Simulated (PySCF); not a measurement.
```yaml
atoms:
  - { symbol: F, position_ang: [-1.0278, 0.7516, 0.8897] }
  - { symbol: B, position_ang: [-0.3593, 0.0755, -0.1102] }
  - { symbol: F, position_ang: [0.8335, -0.5058, 0.3572] }
  - { symbol: F, position_ang: [-1.2431, -0.8774, -0.7652] }
  - { symbol: F, position_ang: [0.0041, 1.1182, -0.9789] }
```

Geometry: GFN2-xTB, MD frame at 250 fs, 400 K.

Level of theory: PBE0/def2-SVPD, SCF density, gas phase (PySCF 2.14.0).

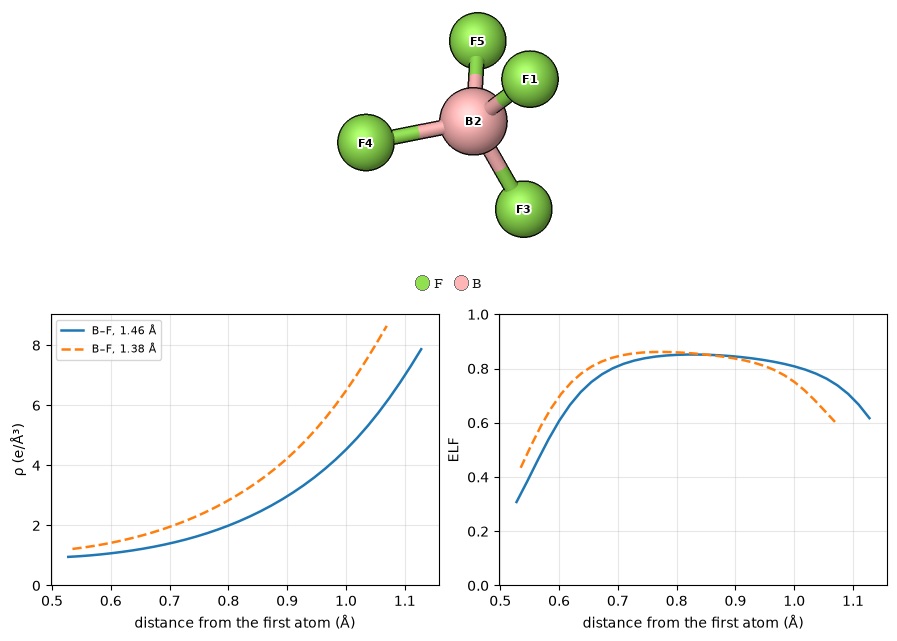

BF₄ (tetrafluoroborate) (charge −1). Total electron density and electron localisation function along straight lines between neighbouring atoms. The curves leave out the atomic cores. The structure is drawn too.

**What can be read from the curves?**

B–F (1.46 Å): ρ at the midpoint is about 1.5 e/Å³; the ELF peaks at about 0.85 between the atoms, as expected for a shared but strongly polarised pair.
B–F (1.38 Å): ρ is about 1.9 e/Å³ halfway; the ELF peaks at about 0.85 between the atoms: a polar covalent bond.
